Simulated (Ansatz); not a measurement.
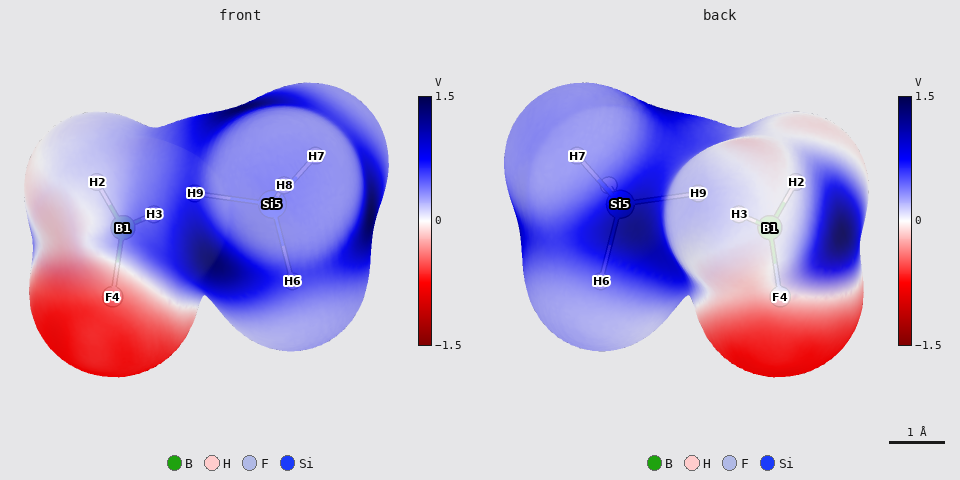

Figure 1: BFH₂···SiH₄. The electrostatic potential painted on the density surface at 0.002 e/bohr³, seen from the front and from behind; red is negative and blue positive.

Not at a stationary point (largest force 0.5 eV/Å).

The calculation used Ansatz 0.2.0, RKS B3LYP-D4/def2-SVP.

```xyz
9

B    -0.0249    0.4283   -0.0028
H     0.0032    0.8222    1.1250
H     0.9676    0.1882   -0.6478
F    -1.2007    0.3505   -0.6166
Si    0.1247   -2.5272    1.0751
H    -0.6443   -3.0087   -0.1037
H     1.5515   -2.9352    0.9638
H    -0.4723   -3.0561    2.3329
H     0.0583   -1.0518    1.1389
```

Describe the electrostatic potential map.

The most negative region (about −0.8 V, or −18 kcal/mol for a unit charge) lies over F4, the most positive (about +1.4 V, or +32 kcal/mol for a unit charge) over B1 and Si5.
